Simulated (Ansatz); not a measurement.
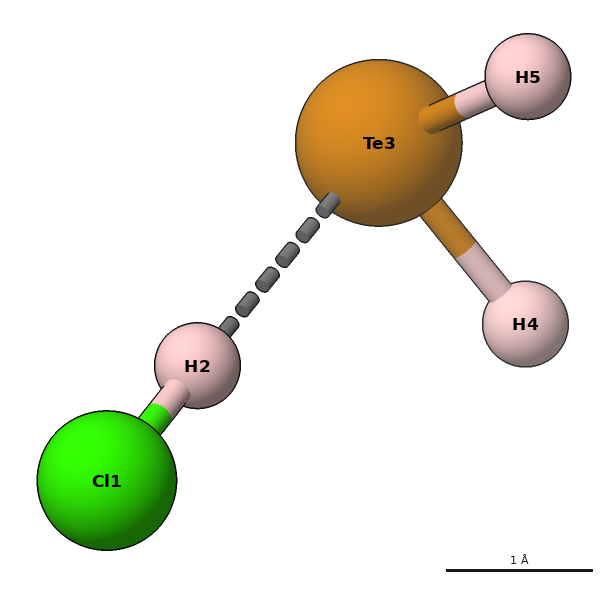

Two molecules or ions; the broken line marks their closest contact (measured against van der Waals radii). Geometry: a pair of rigid molecules at a changed separation. Program: Ansatz 0.2.0.

Which two species are they?

HCl and H2Te (`Cl.[TeH2]`).

How long is the contact?

H2···Te3 is 2.55 Å.

Give the counterpoise-corrected interaction energy (kJ/mol, monomers kept as in the pair) with RHF-CCSD(T) (frozen core)/def2-TZVPPD; B3LYP-D4/def2-TZVPPD; ωB97M-V/def2-TZVPPD.

```json
{"level": "RHF-CCSD(T) (frozen core)/def2-TZVPPD", "interaction energy (kJ/mol)": "−7.4"}
{"level": "B3LYP-D4/def2-TZVPPD", "interaction energy (kJ/mol)": "−14.7"}
{"level": "ωB97M-V/def2-TZVPPD", "interaction energy (kJ/mol)": "−10.3"}
```
